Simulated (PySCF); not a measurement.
SMILES C[Si](Br)(C=C)Cl (C₃H₆BrClSi), B3LYP/def2-SVP optimised geometry. Atoms within 1.6 Å of the plane z = 0.8 Å (x, y, z in Å): C1 (-0.26, 1.44, 0.02), C2 (-0.97, 0.30, 0.00), Si3 (-0.20, -1.39, 0.00), C4 (1.67, -1.39, 0.00), Br6 (-0.93, -2.50, 1.82), H7 (0.83, 1.45, 0.04), H8 (-0.75, 2.43, 0.02), H9 (-2.06, 0.36, -0.02), H10 (2.05, -2.43, 0.00), H12 (2.06, -0.88, 0.90).

Calculation: B3LYP/def2-TZVP in PySCF.

Map of the log10 of the electron density (e/bohr³), floored at −4 on the plane z = 0.8 Å:

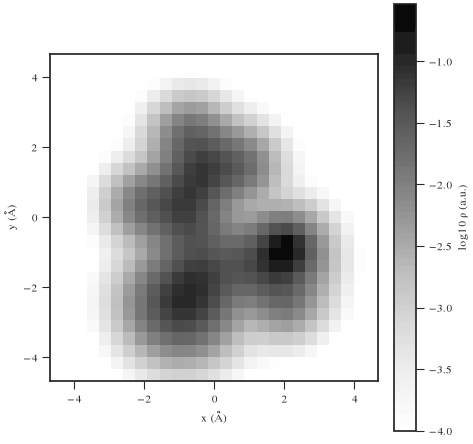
Figure. Log10 of the electron density (e/bohr³), floored at −4 on the plane z = 0.8 Å.
